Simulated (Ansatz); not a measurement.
# SnO: a single-point run

Wanted: a converged single-point run for SnO, and a check of what comes out. The structure is shown as the input types it. The cell is built on a prototype (zincblende) and needn't be the phase found in nature.

Method: density functional or hybrid calculation with the settings of its input, plane waves (as first typed), in Ansatz 0.2.0.

3 further runs of the same task are left out: 3 that didn't finish.

## (1) The starting structure

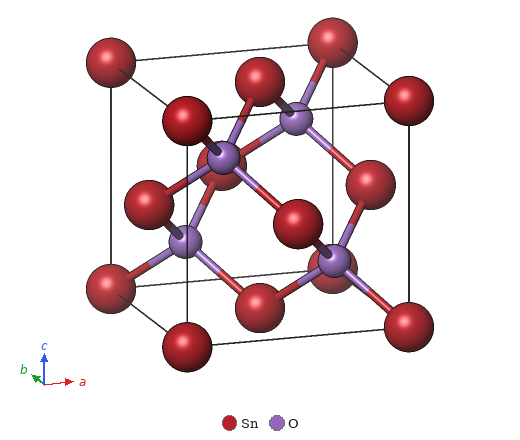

The starting structure, seen slightly off an axis (tin red, oxygen purple). Atoms on the faces are drawn again on the opposite ones. The cell drawn here is the conventional one.

Structure file:

```xyz
2
Lattice="0.0000 2.7082 2.7082 2.7082 0.0000 2.7082 2.7082 2.7082 0.0000" Properties=species:S:1:pos:R:3 pbc="T T T"
Sn    0.0000    0.0000    0.0000
O     1.3541    1.3541    1.3541
```

## (2) The run

input.yaml

```yaml
crystal:
  lattice:
    - [0.0, 2.7082147176, 2.7082147176]
    - [2.7082147176, 0.0, 2.7082147176]
    - [2.7082147176, 2.7082147176, 0.0]
  atoms:
    - { symbol: Sn, position: [0.0, 0.0, 0.0] }
    - { symbol: O, position: [0.25, 0.25, 0.25] }
kpoints:
  mp_grid: { grid: [4, 4, 4] }
hamiltonian:
  xc: hse06
scf:
  occupations: { method: fermi_dirac, width: 0.02 }
  n_extra_bands: 4
  mixing: { beta: 5.0 }
  max_iter: 83
output:
  forces: true
  stress: true
  eigenvalues: true
```

Command:

```console
> ansatz run input.yaml --threads 4 --pin off --max-ram 3686MiB --backend cpu --events-out ev --progress --plain --runs-dir out
```

What it wrote:

```text
Error: invalid value for `scf.mixing.beta`: must be finite and in (0, 1]; got 5
```

It took 0.07 s on 4 threads, shared host; peak memory 0.05 GiB.

## (3) Diagnosis

The run ended at the input check. It says: «invalid value for `scf.mixing.beta`: must be finite and in (0, 1]; got 5»

The suspect setting: scf.mixing.beta is 5.0. The number typed is not permitted for that setting.

Remedy: delete scf.mixing.beta (the default then holds).

## (4) The mended run

Other changes include scf.max_iter.

Edit input.yaml of step 2 so:

```diff
@@ -15,4 +15,2 @@
   n_extra_bands: 4
-  mixing: { beta: 5.0 }
-  max_iter: 83
 output:
```

Command:

```console
> ansatz run input.yaml --threads 4 --pin off --max-ram 3686MiB --backend cpu --events-out ev --progress --plain --runs-dir out
```

The main lines of its log:

```text
[...]
Basis set: ecut = 420 eV, 749 PW (Γ), exchange–correlation on 54×54×54 points (8 copies of the dense FFT grid, shifted against one another)
[...]
k-points: 8 of 64 (time reversal used)
[...]
SCF iter   1: F=—  HF=-6590.816075 eV  |F-HF|=—  |Δ(HF+E_count)|=         —  Δρ=9.13e-3  dr2=3.83e-2  ethr=1.77e-3  ⟨swp⟩=7.6  Hψ=475  notcnv=0
preconditioner: auto → none  [insulator: Δε(μ)=1.082 eV  Ē_g=19.021 eV  σ=0.020 eV  W_gap=0.50  n_scr=14 (ndim 8)  ℏωp=26.3 eV  f_vac=0.025  D(μ)=2.34/eV (n_scr^D=14)]
SCF iter   2: F=—  HF=-6590.821690 eV  |F-HF|=—  |Δ(HF+E_count)|=   5.61e-3  Δρ=1.27e-2  dr2=5.85e-2  ethr=1.92e-4  ⟨swp⟩=3.9  Hψ=308  notcnv=0
[...]
SCF iter   3: F=—  HF=-6594.196808 eV  |F-HF|=—  |Δ(HF+E_count)|=   1.01e-5  Δρ=1.74e-5  dr2=7.76e-8  ethr=1.99e-10  ⟨swp⟩=4.6  Hψ=370  notcnv=0
SCF iter   4: F=-6594.196808 eV  HF=-6594.196808 eV  |F-HF|=2.27e-9  |Δ(HF+E_count)|=   2.37e-8  Δρ=5.34e-6  dr2=1.12e-8  ethr=1.99e-10  ⟨swp⟩=3.0  Hψ=242  notcnv=0
[...]
Free energy (F): -6594.196808 eV
[...]
E sigma→0 (E₀):  -6594.195508 eV
[...]
Fermi energy:    8.434238 eV
[...]
  P = ⅓ Tr σ = -0.8214 GPa (-8.214 kbar)
[...]
```

Run time: 38 s. Hardware: 4 threads of an Arm CPU, shared host; peak memory 0.54 GiB.

## (5) Outcome

```
                           quantity                      value
                          first try                    refused
                              cause         value out of range
                         second try   converged, 20 SCF cycles
energy (zero set by the potentials)              -6594.1968 eV
                           pressure                  -0.82 GPa
                    gap on the mesh  none (metal on this mesh)
                      largest force                 0.000 eV/Å
```

In words: The second try converges in 20 SCF cycles.
